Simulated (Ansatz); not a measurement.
# Si2H5Cl (SMILES [SiH3][SiH2]Cl) at r2SCAN/cc-pVDZ

Aim: the energy change on altering one bond length of Si2H5Cl at r2SCAN/cc-pVDZ, from 2 runs. 

The results are computed with Ansatz 0.2.0.

59 further runs of the same task are left out: 59 set aside as unsound or not needed.

## Step 1: The system as given

Si2H5Cl has 8 atoms, charge 0, and is taken as a singlet. SMILES: `[SiH3][SiH2]Cl`. Geometry: relaxed at PBE0-D4/def2-TZVP.

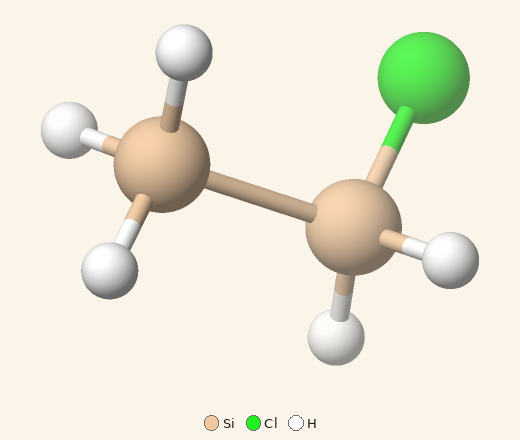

The structure, seen from a chosen angle (silicon light orange, chlorine green, hydrogen white).

## Step 2: A single-point energy at r2SCAN/cc-pVDZ

The input, molecule.yaml:

```yaml
basis:
  gaussian: {orbitals: cc-pVDZ}
crystal:
  periodic: [false, false, false]
  atoms:
    - {symbol: Si, position_ang: [-0.706500, 0.881800, -0.390300]}
    - {symbol: Si, position_ang: [0.573400, -0.938800, 0.325900]}
    - {symbol: Cl, position_ang: [2.431600, -0.252900, 0.908000]}
    - {symbol: H, position_ang: [-2.053000, 0.410100, -0.813000]}
    - {symbol: H, position_ang: [-0.034300, 1.540700, -1.540000]}
    - {symbol: H, position_ang: [-0.854500, 1.855700, 0.722100]}
    - {symbol: H, position_ang: [-0.041800, -1.622800, 1.491400]}
    - {symbol: H, position_ang: [0.777200, -1.930900, -0.759900]}
hamiltonian: {xc: {name: r2SCAN}}
accuracy: high
output: {orbitals: {seedname: orbitals}}
```

The run is started by

```
$ ansatz run molecule.yaml --threads 1 --pin off --max-ram 3480MiB --events-out events.jsonl --progress --plain --runs-dir runs
```

The log of the run:

```text
Warning: RAYON_NUM_THREADS=1 ignored (pool sized by the plan → 1); use --threads N
Functional definition: r2SCAN
  name "r2SCAN"
  parameter k0 = 0.174
  parameter k1 = 0.065
  parameter a1 = 4.9479
  exchange = r2scan_x(k0 = k0, k1 = k1, a1 = a1)
  correlation = r2scan_c
1853 factors; integrals over basis functions are off by at most 3.8e-9 eV
mean field evaluation 1: about -28357.3667 eV, gradient 1.2e1 eV
mean field evaluation 2: about -28357.8102 eV, gradient 5.9e0 eV
mean field evaluation 4: about -28357.9186 eV, gradient 4.1e-1 eV
mean field evaluation 8: about -28357.9068 eV, gradient 5.9e-3 eV
mean field evaluation 16: about -28357.9068 eV, gradient 2.2e-7 eV
mean field -28357.90679947 eV, -1042.1338532010 hartree, gradient 5.9e-8 eV, S^2 0.000000; 0 other end points of the search recorded, 0 dependent functions left out
reference -28357.90680027 eV, -1042.1338532303 hartree; 25, 25 occupied and 54, 54 virtual orbitals, 1853 factors
Total energy: -28357.90680027 eV, -1042.1338532303 hartree
```

It took 14 s on 1 thread of Arm Neoverse V1, shared host; peak memory 0.26 GiB.

## Step 3: The distorted shape, same level

The input, in.yaml:

```yaml
crystal:
  periodic: [false, false, false]
  atoms:
    - symbol: Si
      position_ang: [-0.614201, 0.984421, -0.565162]
    - symbol: Si
      position_ang: [0.665699, -0.836179, 0.151038]
    - symbol: Cl
      position_ang: [2.523899, -0.150279, 0.733138]
    - symbol: H
      position_ang: [-1.960701, 0.512721, -0.987862]
    - symbol: H
      position_ang: [0.057999, 1.643321, -1.714862]
    - symbol: H
      position_ang: [-0.762201, 1.958321, 0.547238]
    - symbol: H
      position_ang: [-0.041800, -1.622800, 1.491400]
    - symbol: H
      position_ang: [0.869499, -1.828279, -0.934762]
basis:
  gaussian:
    orbitals: cc-pVDZ
hamiltonian:
  xc: {name: r2SCAN}
accuracy: high
output:
  orbitals: {seedname: orbitals}
```

The run is started by

```
$ ansatz run in.yaml --threads 1 --pin off --max-ram 3480MiB --events-out events.jsonl --progress --plain --runs-dir runs
```

The log of the run (excerpt; [...] marks lines left out):

```text
Warning: RAYON_NUM_THREADS=1 ignored (pool sized by the plan → 1); use --threads N
[... 7 set-up lines as earlier in the session ...]
1849 factors; integrals over basis functions are off by at most 3.9e-9 eV
mean field evaluation 1: about -28357.1120 eV, gradient 1.1e1 eV
mean field evaluation 2: about -28357.5032 eV, gradient 6.4e0 eV
mean field evaluation 4: about -28357.6316 eV, gradient 6.0e-1 eV
mean field evaluation 8: about -28357.6198 eV, gradient 1.5e-2 eV
mean field evaluation 16: about -28357.6198 eV, gradient 5.4e-7 eV
mean field -28357.61981554 eV, -1042.1233067362 hartree, gradient 3.8e-8 eV, S^2 0.000000; 0 other end points of the search recorded, 0 dependent functions left out
reference -28357.61981635 eV, -1042.1233067657 hartree; 25, 25 occupied and 54, 54 virtual orbitals, 1849 factors
Total energy: -28357.61981635 eV, -1042.1233067657 hartree
```

Run time: 13 s. Hardware: 1 thread of Arm Neoverse V1, shared host; peak memory 0.26 GiB.

## Step 4: Outcome

Level: r2SCAN/cc-pVDZ.

| quantity | value |
| --- | --- |
| first shape: total energy | -1042.13385 Eh |
| first shape: HOMO energy | -7.28 eV |
| first shape: LUMO energy | -0.95 eV |
| first shape: HOMO–LUMO gap | 6.32 eV |
| distorted shape: total energy | -1042.12331 Eh |
| distorted shape: HOMO energy | -7.29 eV |
| distorted shape: LUMO energy | -0.99 eV |
| distorted shape: HOMO–LUMO gap | 6.30 eV |
| energy change with the Si2–H7 bond stretched from 1.485 to 1.708 Å | 0.287 eV |

In words: With the Si2–H7 bond stretched from 1.485 to 1.708 Å the energy rises by 0.29 eV (27.7 kJ/mol). The first shape isn't relaxed at this level, so the change isn't measured from a minimum.
